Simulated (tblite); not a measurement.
## Geometry relaxation, with input and output: C₄H₁₃BSSi (part 3 of 3)

The same run, continued: C₄H₁₃BSSi, SMILES CCB(C)C[SiH2]S; GFN2-xTB geometry optimisation, gas phase (tblite 0.8.0). It belongs to a series of runs on one base structure; here: H on C replaced by CH3.

### Trajectory as extended XYZ, continued
```
20
Properties=species:S:1:pos:R:3:forces:R:3 step=166 energy=-582.68968
C    -2.2956    1.0461    1.0124    0.0010  -0.0010  -0.0120
C    -1.2402    1.2113   -0.0846    0.0100  -0.0050   0.0160
B    -0.4694   -0.0969   -0.5351    0.0020   0.0000   0.0130
C    -1.0923   -1.5296   -0.3324   -0.0110  -0.0090   0.0180
C     0.9691    0.0359   -1.1351   -0.0140   0.0050   0.0060
Si    2.2280   -0.5034    0.1789    0.0090   0.0230  -0.0060
S     4.0757    0.4726   -0.3680    0.0110   0.0020  -0.0110
H    -3.0748    0.3543    0.7026    0.0080  -0.0080  -0.0070
H    -1.8406    0.6599    1.9224    0.0010   0.0010  -0.0080
H    -2.7637    2.0003    1.2472   -0.0060   0.0060  -0.0020
H    -0.5369    1.9902    0.2244    0.0050  -0.0120   0.0100
H    -1.7356    1.6161   -0.9758    0.0000  -0.0120   0.0180
H    -2.1288   -1.5833   -0.6605    0.0070  -0.0130  -0.0010
H    -0.5407   -2.3241   -0.8300   -0.0130   0.0050  -0.0200
H    -1.1031   -1.7703    0.7310   -0.0200   0.0100   0.0070
H     1.2163    1.0517   -1.4451    0.0060   0.0120  -0.0250
H     1.1195   -0.6133   -1.9986    0.0200  -0.0030  -0.0080
H     1.9194   -0.0584    1.5381   -0.0050   0.0100  -0.0020
H     2.4846   -1.9435    0.1787   -0.0090   0.0020   0.0060
H     4.8039   -0.0049    0.6267   -0.0050  -0.0140   0.0070
20
Properties=species:S:1:pos:R:3:forces:R:3 step=175 energy=-582.69231
C    -2.3347    1.0321    0.9905    0.0040  -0.0120  -0.0170
C    -1.2462    1.2110   -0.0700    0.0040   0.0090   0.0160
B    -0.4659   -0.0905   -0.5223   -0.0210   0.0340   0.0120
C    -1.0666   -1.5313   -0.3140   -0.0130  -0.0140   0.0060
C     0.9696    0.0728   -1.1203   -0.0190  -0.0100   0.0210
Si    2.2289   -0.4826    0.1822    0.0600   0.0170   0.0150
S     4.1159    0.3590   -0.4545   -0.0190  -0.0030   0.0080
H    -3.1051    0.3503    0.6397   -0.0030  -0.0170   0.0140
H    -1.9062    0.6259    1.9040   -0.0160  -0.0140   0.0130
H    -2.8080    1.9819    1.2324    0.0040   0.0140  -0.0130
H    -0.5470    1.9789    0.2743    0.0030  -0.0080   0.0100
H    -1.7108    1.6360   -0.9676   -0.0060  -0.0010   0.0020
H    -2.0947   -1.6193   -0.6591   -0.0130   0.0360  -0.0200
H    -0.4892   -2.3155   -0.7968    0.0080  -0.0320   0.0090
H    -1.0963   -1.7581    0.7525    0.0160  -0.0050  -0.0100
H     1.2028    1.0996   -1.4018    0.0150   0.0260  -0.0440
H     1.1398   -0.5513   -1.9970   -0.0120  -0.0260  -0.0470
H     1.9669    0.0372    1.5239    0.0140   0.0180   0.0100
H     2.4074   -1.9332    0.2420   -0.0050   0.0050   0.0030
H     4.8344   -0.0924    0.5590   -0.0010  -0.0160   0.0100
20
Properties=species:S:1:pos:R:3:forces:R:3 step=184 energy=-582.70086
C    -2.3593    0.9836    0.9865   -0.0040   0.0020  -0.0140
C    -1.2201    1.1993   -0.0092    0.0130  -0.0340  -0.0140
B    -0.4500   -0.0910   -0.5060    0.0110   0.0430  -0.0080
C    -1.0601   -1.5302   -0.3328   -0.0190  -0.0110   0.0190
C     0.9688    0.0861   -1.1302    0.0090  -0.0230   0.0110
Si    2.2281   -0.3716    0.2102    0.0140   0.0220  -0.0120
S     4.1476    0.2678   -0.5408    0.0090  -0.0050  -0.0230
H    -3.1145    0.3249    0.5667   -0.0200  -0.0240   0.0100
H    -1.9819    0.5336    1.9014   -0.0150  -0.0030   0.0270
H    -2.8370    1.9274    1.2393   -0.0140   0.0250   0.0340
H    -0.5183    1.9267    0.4100   -0.0100   0.0000  -0.0070
H    -1.6369    1.6837   -0.8995    0.0070   0.0350  -0.0060
H    -2.0577   -1.5834   -0.7622   -0.0760  -0.0370   0.0240
H    -0.4722   -2.3285   -0.7778    0.0520   0.0110  -0.0210
H    -1.1710   -1.7620    0.7265   -0.0440  -0.0050  -0.0130
H     1.1742    1.1020   -1.4671    0.0290   0.0140  -0.0200
H     1.1503   -0.5840   -1.9708    0.0160   0.0030  -0.0320
H     2.0318    0.3129    1.4874   -0.0110   0.0230   0.0100
H     2.3125   -1.8122    0.4355    0.0220  -0.0340   0.0100
H     4.8605   -0.2743    0.4298    0.0310  -0.0030   0.0240
20
Properties=species:S:1:pos:R:3:forces:R:3 step=194 energy=-582.70574
C    -2.3854    0.9536    0.9827    0.0040  -0.0080  -0.0020
C    -1.2169    1.1927    0.0237    0.0040  -0.0090   0.0030
B    -0.4495   -0.0886   -0.5020   -0.0080   0.0040   0.0020
C    -1.0740   -1.5272   -0.3539    0.0180   0.0030  -0.0120
C     0.9752    0.0868   -1.1212   -0.0130   0.0110   0.0190
Si    2.2442   -0.3100    0.2295    0.0090  -0.0220   0.0130
S     4.1706    0.1607   -0.6247   -0.0070   0.0090  -0.0330
H    -3.1413    0.3196    0.5253    0.0100   0.0150  -0.0150
H    -2.0363    0.4615    1.8883   -0.0050   0.0160   0.0050
H    -2.8569    1.8933    1.2659    0.0070  -0.0060   0.0010
H    -0.5166    1.8887    0.4952    0.0090  -0.0010   0.0010
H    -1.5959    1.7284   -0.8541   -0.0220   0.0070   0.0060
H    -2.0510   -1.5854   -0.8324    0.0130  -0.0140   0.0050
H    -0.4543   -2.3183   -0.7693   -0.0130  -0.0150  -0.0110
H    -1.2443   -1.7621    0.6964   -0.0080   0.0010  -0.0050
H     1.1784    1.0978   -1.4762   -0.0140   0.0220  -0.0160
H     1.1759   -0.5932   -1.9504   -0.0250  -0.0080   0.0000
H     2.1024    0.5034    1.4378    0.0000   0.0020  -0.0100
H     2.2814   -1.7277    0.5857    0.0070   0.0020   0.0070
H     4.8894   -0.3634    0.3505    0.0340  -0.0090   0.0410
20
Properties=species:S:1:pos:R:3:forces:R:3 step=203 energy=-582.70801
C    -2.3853    0.9465    0.9925   -0.0010  -0.0110   0.0050
C    -1.2036    1.1847    0.0510    0.0000  -0.0130  -0.0080
B    -0.4539   -0.0980   -0.4985    0.0000   0.0020   0.0130
C    -1.0890   -1.5354   -0.3812    0.0140   0.0140  -0.0060
C     0.9713    0.0785   -1.1178   -0.0300   0.0000  -0.0040
Si    2.2547   -0.2844    0.2290   -0.0170  -0.0110   0.0110
S     4.1838    0.0818   -0.6693    0.0190  -0.0030   0.0060
H    -3.1424    0.3330    0.5104   -0.0070   0.0060   0.0020
H    -2.0566    0.4339    1.8940   -0.0030   0.0050   0.0080
H    -2.8463    1.8884    1.2851    0.0010  -0.0060   0.0080
H    -0.4912    1.8538    0.5437   -0.0050  -0.0010  -0.0010
H    -1.5717    1.7514   -0.8117    0.0170  -0.0010  -0.0150
H    -2.0506   -1.5843   -0.8904   -0.0020   0.0020  -0.0050
H    -0.4632   -2.3268   -0.7879   -0.0070   0.0030   0.0020
H    -1.2956   -1.7804    0.6598    0.0000  -0.0060   0.0080
H     1.1585    1.0870   -1.4897    0.0130   0.0010  -0.0060
H     1.1674   -0.6127   -1.9385    0.0020  -0.0010  -0.0140
H     2.1456    0.6083    1.3833    0.0090  -0.0080   0.0020
H     2.2661   -1.6795    0.6695   -0.0090   0.0180   0.0010
H     4.8971   -0.3352    0.3634    0.0070   0.0100  -0.0060
20
Properties=species:S:1:pos:R:3:forces:R:3 step=212 energy=-582.70878
C    -2.3771    0.9440    1.0008    0.0000  -0.0010   0.0030
C    -1.1946    1.1785    0.0586   -0.0010   0.0010  -0.0010
B    -0.4539   -0.1043   -0.5003    0.0040   0.0010   0.0020
C    -1.0995   -1.5370   -0.3921    0.0070   0.0030  -0.0060
C     0.9688    0.0681   -1.1262   -0.0040   0.0000  -0.0070
Si    2.2518   -0.2833    0.2248   -0.0010  -0.0010   0.0090
S     4.1861    0.0561   -0.6758    0.0010  -0.0040   0.0070
H    -3.1430    0.3442    0.5153    0.0010   0.0050   0.0030
H    -2.0530    0.4206    1.8981    0.0020   0.0010  -0.0080
H    -2.8262    1.8883    1.3042   -0.0020  -0.0030  -0.0010
H    -0.4772    1.8394    0.5547   -0.0020   0.0040   0.0020
H    -1.5565    1.7525   -0.8023    0.0010   0.0000   0.0010
H    -2.0571   -1.5734   -0.9100   -0.0010  -0.0030  -0.0040
H    -0.4774   -2.3308   -0.7993   -0.0040  -0.0050  -0.0010
H    -1.3173   -1.7876    0.6452    0.0000  -0.0010   0.0070
H     1.1582    1.0733   -1.5064    0.0000  -0.0020   0.0010
H     1.1648   -0.6296   -1.9421   -0.0020   0.0040   0.0000
H     2.1575    0.6261    1.3673    0.0010  -0.0010  -0.0030
H     2.2439   -1.6698    0.6894    0.0020   0.0000   0.0010
H     4.8966   -0.2646    0.3928   -0.0020   0.0030  -0.0060
```

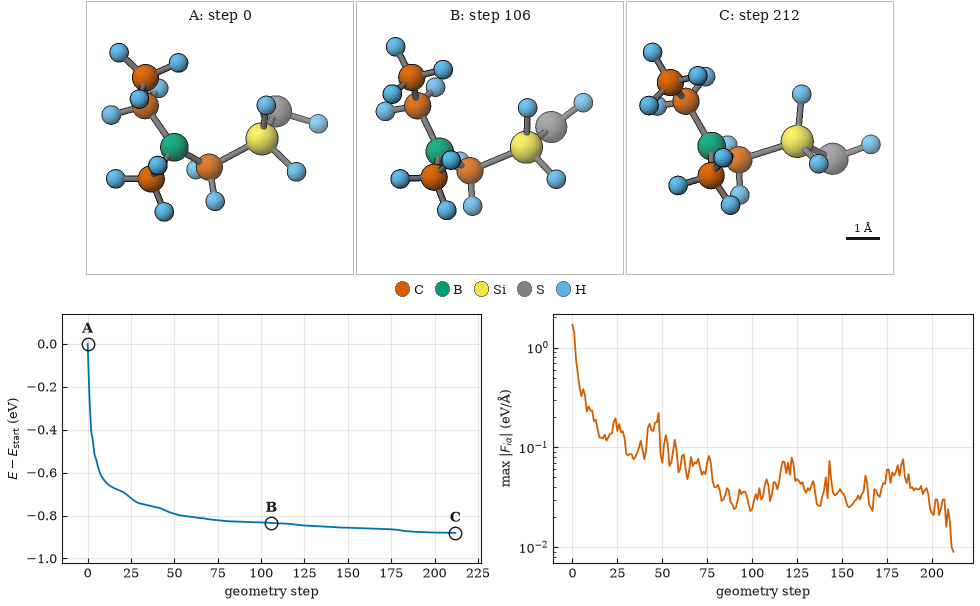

Fig. 1: Frames of the relaxation (ball-and-stick view, seen at a tilt) above the curves, on which the letters mark them (steps are counted from 0).

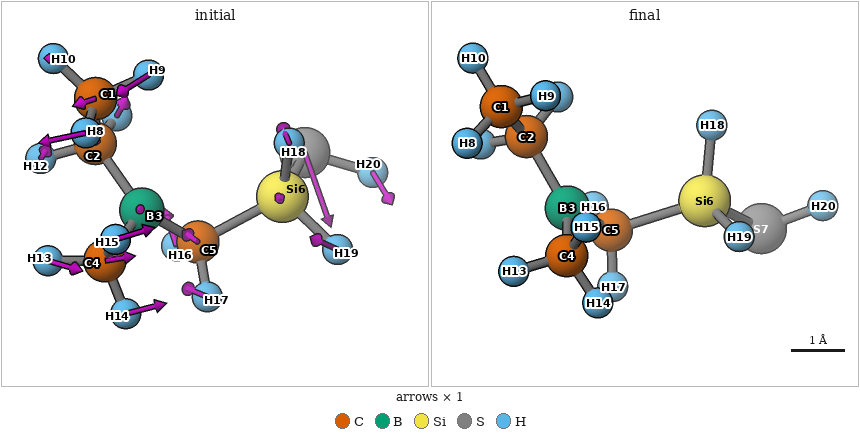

Fig. 2: Before (left) and after (right) the relaxation, at one scale (ball-and-stick view, seen at a tilt). The pink arrows give the displacements, at true length. The atom that moves furthest after the best rigid fit is S7 (1.54 Å). Largest moves by element: S 1.54 Å, H 1.15 Å, C 0.62 Å, Si 0.27 Å, B 0.21 Å. Distances before and after: S7–H20 1.414 → 1.323 Å, C5–Si6 1.839 → 1.896 Å, C4–H15 1.125 → 1.089 Å, C1–H10 1.114 → 1.089 Å. Among the angles that change: Si6–S7–H20 109.2° → 96.1°, C1–C2–B3 104.2° → 117.1°, C2–B3–C4 113.4° → 121.4°. Over 212 geometry steps the energy falls by 0.881 eV. Largest force component: 1.7 eV/Å at the start, 0.009 eV/Å at the end. (Atoms are counted from 1 in the order of the input.)

The run was set up as follows.

### Input file
```
{"job": {"kind": "relax", "xc": "GFN2-xTB", "basis": "xTB"}, "charge": 0, "multiplicity": 1}
C     -1.878500     0.999800     1.213500
C     -1.125900     1.178000    -0.100900
B     -0.481900    -0.267100    -0.385000
C     -1.562200    -1.374800    -0.786500
C      0.986400    -0.459900    -0.879200
Si     2.256200    -0.391800     0.449500
S      3.597600     1.278100     0.134300
H     -2.444200     0.056600     1.154800
H     -1.116100     0.927600     2.021900
H     -2.614000     1.818100     1.389100
H     -0.355300     1.957400    -0.035700
H     -1.888000     1.419100    -0.849500
H     -2.359000    -0.881700    -1.381300
H     -1.055900    -2.129100    -1.409900
H     -1.984800    -1.794000     0.167700
H      1.208000     0.262600    -1.687100
H      1.047900    -1.469000    -1.353100
H      1.715800    -0.352300     1.804700
H      3.115100    -1.589700     0.316100
H      4.933900     0.822500     0.213800
```

The first line tells a small driver script what to run in tblite; the rest is the geometry in Å.

Launched with:
```bash
OMP_NUM_THREADS=1 python <driver script> task.json out
```

### Summary

```csv
quantity,value
outcome,converged
total energy,−582.7088 eV
hardware,"1 CPU thread, shared host"
wall time,1.6 s
peak memory,0.18 GiB
```
